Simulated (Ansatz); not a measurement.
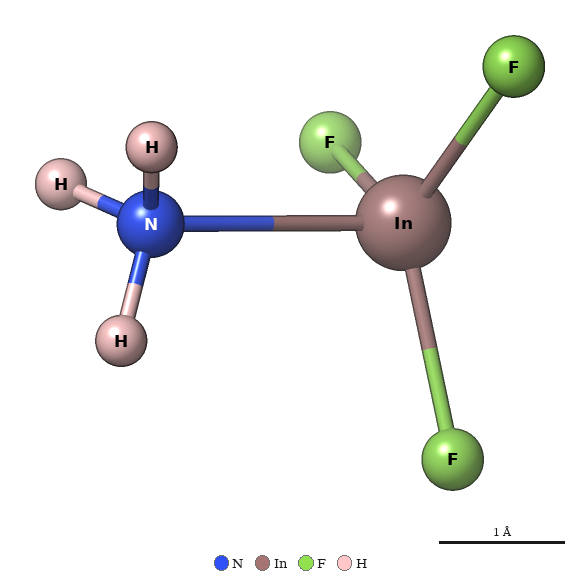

Distant atoms are faded towards the background colour. Computed geometry: PBE0-D4/def2-TZVP optimisation. Masses are those of the most abundant isotopes; constants are for the rigid equilibrium geometry.

Question: What kind of rotor is it, and what are its rotational constants in cm⁻¹?

Answer: An oblate symmetric top (C3v): A = B = 0.0841, C = 0.0785 cm⁻¹.
